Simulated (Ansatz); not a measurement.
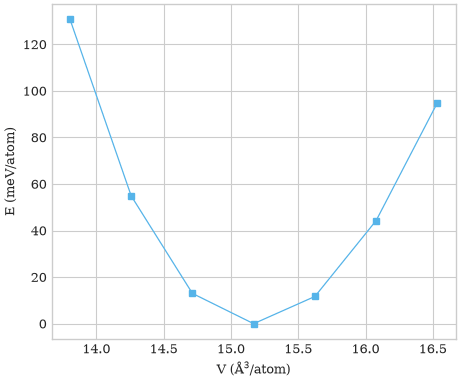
Figure: TaRu (L1₀ or tetragonal B2, P4/mmm) under volume change, LDA in the plane-wave PAW code Ansatz, shape and atoms relaxed at each volume.

Task: What does a third-order Birch–Murnaghan fit give for V₀, B₀ and B′?

Result: V₀ = 15.17 Å³/atom, B₀ = 288 GPa, B′ = 4.3.

The workflow started from a Materials Project entry (that database holds measured and hypothetical structures alike); the Crystallography Open Database files this formula in space group No. 123, but the cells were not matched. Whether it is the stable phase at ambient conditions was not checked. Symmetry was held in the LDA relaxation; whether a distortion lowers the energy is not shown. The run is not spin-polarised. Spin–orbit coupling is left out wherever it is not named.

Potentials: the earlier of the program's two PAW sets. The files were generated under PBE; for other functionals the program regenerates the frozen cores, and for LDA and PBEsol the local potential too.
